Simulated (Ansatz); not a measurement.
**CH6Al2O2Si: basis-set convergence**

How large a basis does CH6Al2O2Si need? Two functionals are run in growing sets.

Program: Ansatz 0.2.0, Gaussian basis. Level of theory: one geometry, several basis sets. These are calculated values, not measurements.

Plan: PBE0-D4/def2-SVP; ωB97M-V/def2-SVP; PBE0-D4/def2-QZVPP; ωB97M-V/def2-QZVPP; the functionals' def2-TZVPP values are taken from earlier runs.

## Step 1: Structure used throughout

All runs share one geometry, relaxed beforehand with PBE0-D4 in a triple-zeta def2 set.

SMILES `C[SiH](O)[Al]1[O][AlH]1`, 12 atoms, charge 0, spin multiplicity 1.

Atoms are counted from 1 here; the program's logs count them from 0.

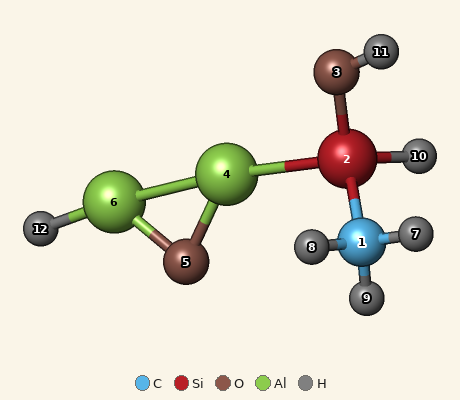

The structure; carbon blue, silicon red, oxygen brown, aluminium green, hydrogen grey; atoms are numbered from 1 in the order of the file.

Geometry (Å):

| atom | x (Å) | y (Å) | z (Å) |
| --- | --- | --- | --- |
| C1 | -0.0143 | -1.4732 | 1.4185 |
| Si2 | 0.5226 | -0.9618 | -0.3011 |
| O3 | 2.1756 | -0.9515 | -0.4616 |
| Al4 | -0.2032 | 1.3296 | -0.8905 |
| O5 | -1.6792 | 2.1289 | -0.4357 |
| Al6 | -1.0880 | 3.4757 | -1.3554 |
| H7 | 0.3070 | -2.4945 | 1.6434 |
| H8 | 0.3981 | -0.8085 | 2.1806 |
| H9 | -1.1050 | -1.4402 | 1.4937 |
| H10 | -0.0711 | -1.9465 | -1.2632 |
| H11 | 2.6301 | -1.7939 | -0.4081 |
| H12 | -1.7955 | 4.8807 | -1.5869 |

## Step 2: PBE0-D4 in def2-SVP

Contents of in.yaml:

```yaml
crystal:
  periodic: [false, false, false]
  atoms:
    - {symbol: C, position_ang: [-0.014310, -1.473202, 1.418548]}
    - {symbol: Si, position_ang: [0.522619, -0.961824, -0.301057]}
    - {symbol: O, position_ang: [2.175610, -0.951485, -0.461595]}
    - {symbol: Al, position_ang: [-0.203211, 1.329639, -0.890547]}
    - {symbol: O, position_ang: [-1.679197, 2.128927, -0.435749]}
    - {symbol: Al, position_ang: [-1.087979, 3.475715, -1.355371]}
    - {symbol: H, position_ang: [0.306972, -2.494494, 1.643393]}
    - {symbol: H, position_ang: [0.398073, -0.808479, 2.180632]}
    - {symbol: H, position_ang: [-1.105025, -1.440244, 1.493727]}
    - {symbol: H, position_ang: [-0.071060, -1.946484, -1.263215]}
    - {symbol: H, position_ang: [2.630134, -1.793860, -0.408108]}
    - {symbol: H, position_ang: [-1.795528, 4.880691, -1.586860]}
basis:
  gaussian: {orbitals: def2-SVP}
hamiltonian: {xc: pbe0, dispersion: d4}
output: {orbitals: {seedname: orbitals}}
```

Run with:

```sh
> ansatz run in.yaml --threads 4 --pin off --events-out ev --progress --plain --max-ram 10444MiB
```

Log:

```text
Functional definition: PBE0
  name "PBE0"
  cite "Adamo & Barone, J. Chem. Phys. 110, 6158 (1999) doi:10.1063/1.478522"
  cite "Perdew, Burke & Ernzerhof, Phys. Rev. Lett. 77, 3865 (1996) doi:10.1103/PhysRevLett.77.3865"
  parent pbe
  parameter a = 0.25
  parameter kappa = 0.804
  parameter beta = 0.06672455060314922
  exchange = (1 - a)*pbe_x(kappa = kappa, mu = beta*pi^2/3) + a*exact_x
  correlation = pbe_c(beta = beta)
1196 factors; integrals over basis functions are off by at most 1.2e-3 eV
mean field evaluation 1: about -26262.2761 eV, gradient 8.4e1 eV
mean field evaluation 2: about -26150.1837 eV, gradient 1.9e2 eV
mean field evaluation 4: about -26276.2042 eV, gradient 1.0e1 eV
mean field evaluation 8: about -26276.4889 eV, gradient 2.5e-1 eV
mean field evaluation 16: about -26276.6426 eV, gradient 1.9e-4 eV
mean field -26276.64259128 eV, -965.6488042815 hartree, gradient 2.6e-5 eV, S^2 0.000000; 0 other end points of the search recorded, 0 dependent functions left out
reference -26276.64262920 eV, -965.6488056749 hartree; 34, 34 occupied and 92, 92 virtual orbitals, 1196 factors
Total energy: -26276.87447120 eV, -965.6573257113 hartree
```

Run time: 1.9 s. Hardware: 4 threads of Arm Neoverse V1, shared host; peak memory 0.28 GiB.

## Step 3: ωB97M-V in def2-SVP

in.yaml, as its differences from that of step 2:

```diff
@@ -17,3 +17,3 @@
   gaussian: {orbitals: def2-SVP}
-hamiltonian: {xc: pbe0, dispersion: d4}
+hamiltonian: {xc: {name: wB97M-V}}
 output: {orbitals: {seedname: orbitals}}
```

The command is unchanged.

Log, shortened:

```text
Functional definition: wB97M-V
  name "wB97M-V"
  cite "Mardirossian & Head-Gordon, J. Chem. Phys. 144, 214110 (2016) doi:10.1063/1.4952647"
  cite "Becke, J. Chem. Phys. 107, 8554 (1997) doi:10.1063/1.475007"
  cite "Vydrov & Van Voorhis, J. Chem. Phys. 133, 244103 (2010) doi:10.1063/1.3521275"
  # Of w^i u^j: cxij and so on, Table III.
[...]
  gx(w, u) = 1 - cx + cx01*u + cx10*w
  gss(w, u) = css00 + css04*u^4 + css10*w + css20*w^2 + css43*w^4*u^3
  gos(w, u) = cos00 + cos10*w + (cos20 + cos21*u)*w^2 + (cos60 + cos61*u)*w^6
[...]
      + integral(e_c_pw_mod_opposite_spin*gos(b97_w_opposite, b97_u_opposite)) + vv10(b, c)
1196 factors; integrals over basis functions are off by at most 1.2e-3 eV
391 factors; integrals over basis functions are off by at most 1.0e-5 eV
[...]
mean field -26288.44991755 eV, -966.0827155186 hartree, gradient 6.1e-5 eV, S^2 0.000000; 0 other end points of the search recorded, 0 dependent functions left out
reference -26288.44997712 eV, -966.0827177076 hartree; 34, 34 occupied and 92, 92 virtual orbitals, 1196 factors
Total energy: -26288.44997712 eV, -966.0827177076 hartree
```

Run time: 9.5 s. Hardware: 4 threads of Arm Neoverse V1, shared host; peak memory 0.45 GiB.

## Step 4: PBE0-D4 in def2-QZVPP

in.yaml, as its differences from that of step 3:

```diff
@@ -16,4 +16,4 @@
 basis:
-  gaussian: {orbitals: def2-SVP}
-hamiltonian: {xc: {name: wB97M-V}}
+  gaussian: {orbitals: "def2-QZVPP.json"}
+hamiltonian: {xc: pbe0, dispersion: d4}
 output: {orbitals: {seedname: orbitals}}
```

Same command.

Log:

```text
Functional definition: PBE0
  name "PBE0"
  cite "Adamo & Barone, J. Chem. Phys. 110, 6158 (1999) doi:10.1063/1.478522"
  cite "Perdew, Burke & Ernzerhof, Phys. Rev. Lett. 77, 3865 (1996) doi:10.1103/PhysRevLett.77.3865"
  parent pbe
  parameter a = 0.25
  parameter kappa = 0.804
  parameter beta = 0.06672455060314922
  exchange = (1 - a)*pbe_x(kappa = kappa, mu = beta*pi^2/3) + a*exact_x
  correlation = pbe_c(beta = beta)
2094 factors; their error is unknown
mean field evaluation 1: about -26273.3749 eV, gradient 1.0e2 eV
mean field evaluation 2: about -26145.2755 eV, gradient 2.1e2 eV
mean field evaluation 4: about -26291.1603 eV, gradient 1.4e1 eV
mean field evaluation 8: about -26291.6472 eV, gradient 1.3e-1 eV
mean field evaluation 16: about -26291.6597 eV, gradient 1.2e-4 eV
mean field -26291.65966085 eV, -966.2006714093 hartree, gradient 2.8e-5 eV, S^2 0.000000; 0 other end points of the search recorded, 0 dependent functions left out
reference -26291.65971306 eV, -966.2006733279 hartree; 34, 34 occupied and 527, 527 virtual orbitals, 2094 factors
Total energy: -26291.89155506 eV, -966.2091933643 hartree
```

Wall time 19 s (4 threads of Arm Neoverse V1, shared host); peak memory 2.7 GiB.

## Step 5: ωB97M-V in def2-QZVPP

in.yaml, as its differences from that of step 4:

```diff
@@ -17,3 +17,3 @@
   gaussian: {orbitals: "def2-QZVPP.json"}
-hamiltonian: {xc: pbe0, dispersion: d4}
+hamiltonian: {xc: {name: wB97M-V}}
 output: {orbitals: {seedname: orbitals}}
```

The command is unchanged.

Log, shortened:

```text
Functional definition: wB97M-V
  name "wB97M-V"
  cite "Mardirossian & Head-Gordon, J. Chem. Phys. 144, 214110 (2016) doi:10.1063/1.4952647"
  cite "Becke, J. Chem. Phys. 107, 8554 (1997) doi:10.1063/1.475007"
  cite "Vydrov & Van Voorhis, J. Chem. Phys. 133, 244103 (2010) doi:10.1063/1.3521275"
  # Of w^i u^j: cxij and so on, Table III.
[...]
  gx(w, u) = 1 - cx + cx01*u + cx10*w
  gss(w, u) = css00 + css04*u^4 + css10*w + css20*w^2 + css43*w^4*u^3
  gos(w, u) = cos00 + cos10*w + (cos20 + cos21*u)*w^2 + (cos60 + cos61*u)*w^6
[...]
      + integral(e_c_pw_mod_opposite_spin*gos(b97_w_opposite, b97_u_opposite)) + vv10(b, c)
1988 factors; their error is unknown
519 factors; integrals over basis functions are off by at most 2.3e-5 eV
[...]
mean field -26303.57458315 eV, -966.6385367276 hartree, gradient 8.4e-5 eV, S^2 0.000000; 0 other end points of the search recorded, 0 dependent functions left out
reference -26303.57466793 eV, -966.6385398430 hartree; 34, 34 occupied and 527, 527 virtual orbitals, 1988 factors
Total energy: -26303.57466793 eV, -966.6385398430 hartree
```

It took 44 s on 4 threads of Arm Neoverse V1, shared host; peak memory 2.9 GiB.

## Step 6: Density functionals: the series

The def2-TZVPP values come from earlier runs at the same geometry.

| functional | basis | functions | energy (eV) | from the largest (eV) | HOMO (eV) | LUMO (eV) |
| --- | --- | --- | --- | --- | --- | --- |
| PBE0-D4 | def2-SVP | 126 | -26276.8745 | 15.017 | -5.49 | -1.55 |
| PBE0-D4 | def2-TZVPP | 303 | -26290.9076 | 0.984 | -5.49 | -1.71 |
| PBE0-D4 | def2-QZVPP | 561 | -26291.8916 | 0.000 | -5.52 | -1.77 |
| ωB97M-V | def2-SVP | 126 | -26288.4500 | 15.125 | -7.26 | 0.26 |
| ωB97M-V | def2-TZVPP | 303 | -26302.6273 | 0.947 | -7.29 | 0.01 |
| ωB97M-V | def2-QZVPP | 561 | -26303.5747 | 0.000 | -7.32 | -0.17 |

## Step 7: What came out

```
                                       quantity           value
PBE0-D4: double and triple zeta above quadruple  15.02, 0.98 eV
ωB97M-V: double and triple zeta above quadruple  15.12, 0.95 eV
```

For PBE0-D4 the step from double to triple zeta gains 14.03 eV and the next only 0.98 eV. These are total energies; as a rule much of such shifts cancels in differences, which this series doesn't test.

For PBE0-D4 the largest set took about 10 times as long as the smallest (19 s against 1.9 s).
